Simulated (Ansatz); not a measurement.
## Electronic structure of H6Si2···H2O in real space

Input

```
crystal:
  periodic: [false, false, false]
  atoms:
    - { symbol: Si, position_ang: [0.389868, -0.323454, -0.55569] }
    - { symbol: O, position_ang: [-0.818447, 0.04109, 2.038347] }
    - { symbol: H, position_ang: [-1.294197, -0.80745, 2.13283] }
    - { symbol: H, position_ang: [1.311731, -0.421929, -1.743746] }
    - { symbol: Si, position_ang: [-0.782178, 1.709213, -0.496399] }
    - { symbol: H, position_ang: [-2.23341, 1.483553, -0.200571] }
    - { symbol: H, position_ang: [-0.196559, 2.61763, 0.543038] }
    - { symbol: H, position_ang: [-0.691371, 2.419909, -1.821941] }
    - { symbol: H, position_ang: [-0.524999, -1.513662, -0.621237] }
    - { symbol: H, position_ang: [1.251496, -0.4997, 0.632462] }
    - { symbol: H, position_ang: [0.134566, -0.225999, 2.102707] }
basis:
  gaussian: { orbitals: "6-31G*" }
hamiltonian:
  xc: pbe
relax:
  f_tol: 0.03
  max_steps: 50
output:
  orbitals: {}
```

Run with:

```sh
ansatz run input.yaml --threads 1 --pin off --max-ram 2048MiB --backend cpu --events-out ev --progress --plain --runs-dir out
```

The fields are those of the run's last geometry, not of the input's.

Method: RKS PBE/6-31G* (Ansatz 0.2.0).

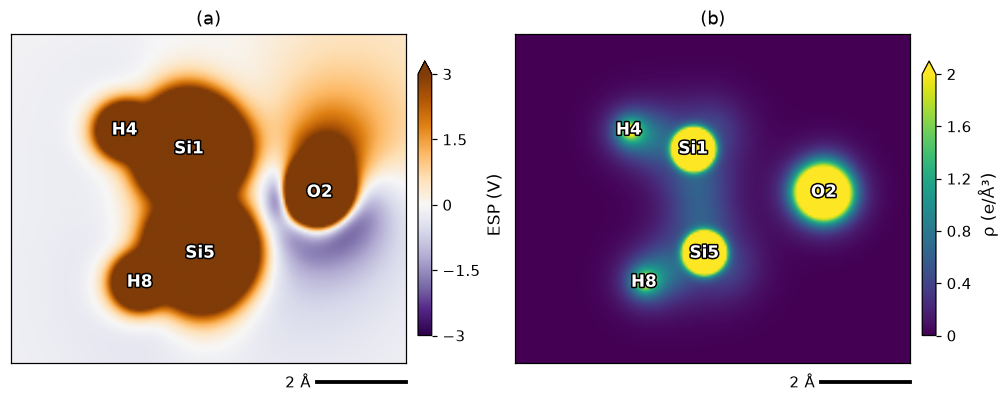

Figure 1. (a) electrostatic potential; (b) electron density on the plane of atoms Si1, Si5 and H8.

What does the map show?

- Atoms in the plane: Si, O and H.
- Si5···O2 (3.00 Å): the density falls to about 0.09 e/Å³ on the way.
- Si–Si (2.35 Å): ρ at the midpoint is about 0.61 e/Å³.
- Si–H (1.51 Å): the density is about 0.75 e/Å³ at the midpoint.
- Outside the dense part of the complex the potential is most negative (−1.8 V) near O2.

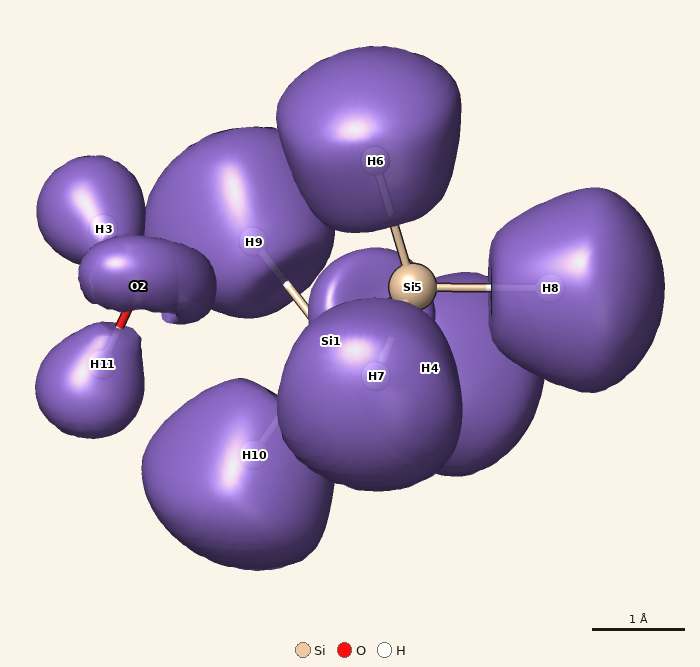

Figure 2. Isosurface of the ELF at 0.85 (purple), seen from one side. Core shells and regions of very low density are left out.

What do the ELF domains correspond to?

The surface consists of one region between bonded Si–Si atoms (shared pairs), eight regions around hydrogen nuclei and one lobe on O, pointing away from the bonds (lone pairs, which may merge into one lobe). Along the contacts the grid gives the following. Si5···O2 (3.00 Å): the ELF dips to about 0.05 between them. Si–Si (2.35 Å): the ELF peaks at about 1 between the atoms (a covalent bond).

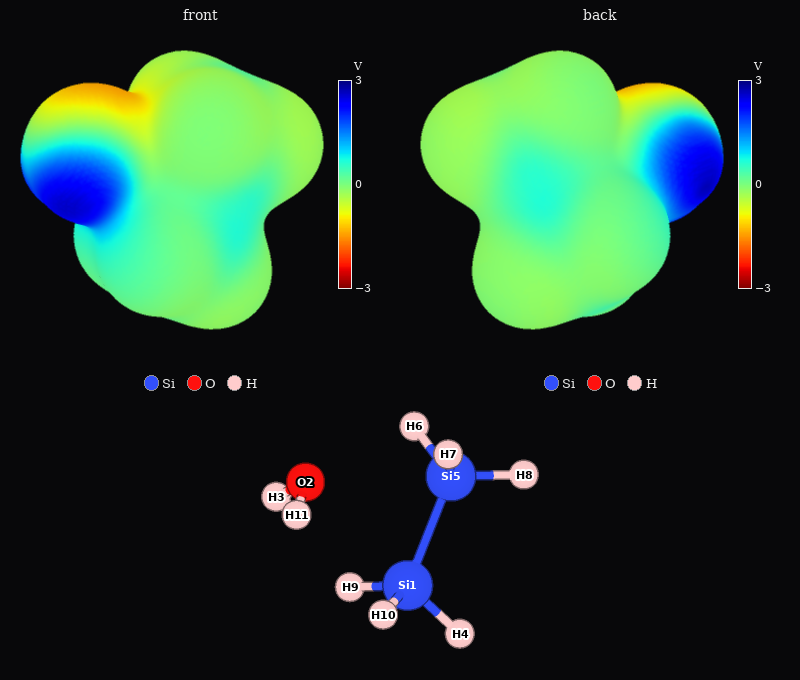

Figure 3. The electrostatic potential painted on the density surface at 0.002 e/bohr³, seen from the front and from behind; the colour scale runs from red (negative) to blue (positive). The bare structure is drawn below in the same view.

Describe the electrostatic potential map.

The most negative region (about −1.4 V, or −32 kcal/mol for a unit charge) lies over O2, the most positive (about +2.6 V, or +60 kcal/mol for a unit charge) over H3 and H11. O2 is the likeliest acceptor of a hydrogen bond.

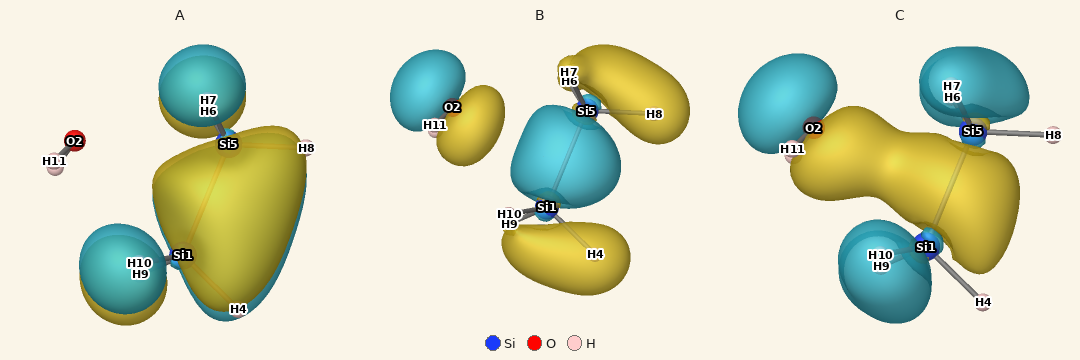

Figure 4. Three frontier orbitals at ±0.08 Å⁻³ᐟ² (yellow and cyan are the two phases), in no order.

Which picture is the HOMO−1, the HOMO and the LUMO?

C is the HOMO−1 (−7.29 eV). It lies mainly on O2 (about 45 %), Si1 (about 20 %) and Si5 (about 15 %). B is the HOMO (−6.72 eV). Its weight (Hirshfeld) is mainly on O2 (about 35 %), Si1 (about 25 %), Si5 (about 25 %) and H4 (about 5 %). A is the LUMO (−0.26 eV). By Hirshfeld shares it lies mainly on Si1 (about 35 %), Si5 (about 30 %), H9 (about 5 %), H10 (about 5 %), H6 (about 5 %) and H7 (about 5 %); π-bonding across Si1–Si5.

What is the HOMO–LUMO gap?

6.46 eV between the orbital energies.
